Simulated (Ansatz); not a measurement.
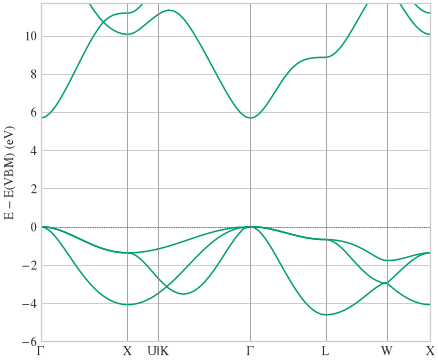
Band structure from r²SCAN (plane waves, PAW; program Ansatz)

Task: Read off the gap and where the band edges lie.

Result: About 5.7 eV (5.68 eV by a search for the band edges); maximum at Γ, minimum at Γ.

The material is MgO (rock salt, Fm-3m).

Symmetry was held in the r²SCAN relaxation; phonons on a q-mesh show no instability.

Potentials: the earlier of the program's two PAW sets.
